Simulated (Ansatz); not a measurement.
A computed series for TaN: pressure series

Consider TaN in the rock salt structure (space group Fm-3m, No. 225).

TaN is modelled in the cubic space group Fm-3m (No. 225), the rock salt structure, Pearson symbol cF8. Lattice parameters: a = 4.4161 Å, b = 4.4161 Å, c = 4.4161 Å, α = 90.00°, β = 90.00°, γ = 90.00°. N on 4a sees 6 Ta at 2.208 Å (octahedral). Ta on 4b is surrounded by 6 N at 2.208 Å (octahedral). (Neighbours: up to the widest gap in distance over summed covalent radii, below 1.35, at either atom; cation-cation and far metal-metal contacts left out.)
(The calculation used a cell of 2 atoms; values per cell refer to that cell.)

Cell and atoms are relaxed at each pressure.

Computed with Kohn–Sham DFT with the PBE functional, run in Ansatz (a program for electronic structure) with PAW and 420 eV plane waves, no spin-orbit coupling, earlier PAW set.

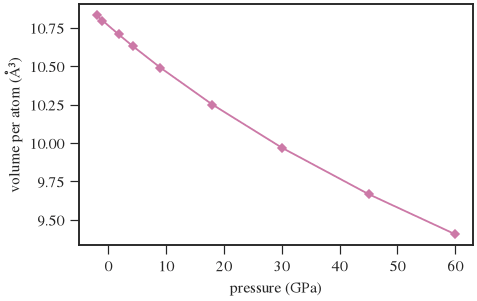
*Volume against pressure*

Question: Estimate the zero-pressure bulk modulus from the plot.

Answer: About 330 GPa; a third-order Birch–Murnaghan fit to the points gives V₀ = 10.77 Å³/atom, B₀ = 330 GPa and B₀′ = 4.4.

Load acts through the strain it causes; cell and atoms are relaxed under it. No phonon test of stability was made. No other phases were tried under pressure. The final runs are not spin-polarised. This is not the structure that TaN has at room temperature and ambient pressure.
